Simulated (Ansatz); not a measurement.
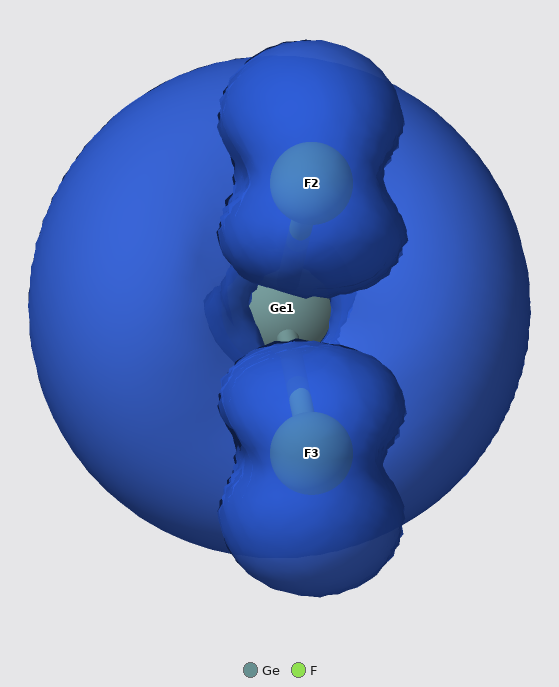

Figure. F2Ge (quintet). Isosurfaces of the spin density at +0.04 (blue) and −0.04 e/Å³ (red), seen at an oblique angle.

Geometry: PBE0-D4/def2-TZVP.

These are results of UKS PBE0-D4/def2-TZVP in Ansatz, not measurements.

```json
{"atom": "Ge", "x (Å)": "0.3826", "y (Å)": "-0.8847", "z (Å)": "0.6266"}
{"atom": "F", "x (Å)": "-0.6603", "y (Å)": "0.7803", "z (Å)": "0.4502"}
{"atom": "F", "x (Å)": "0.2777", "y (Å)": "0.1044", "z (Å)": "-1.0768"}
```

Q: Which atoms carry the spin?

A: The unpaired spin (4 electrons) lies mostly on Ge1 (about 2.6), F2 (about 0.7) and F3 (about 0.7), in electrons by Hirshfeld's partition.
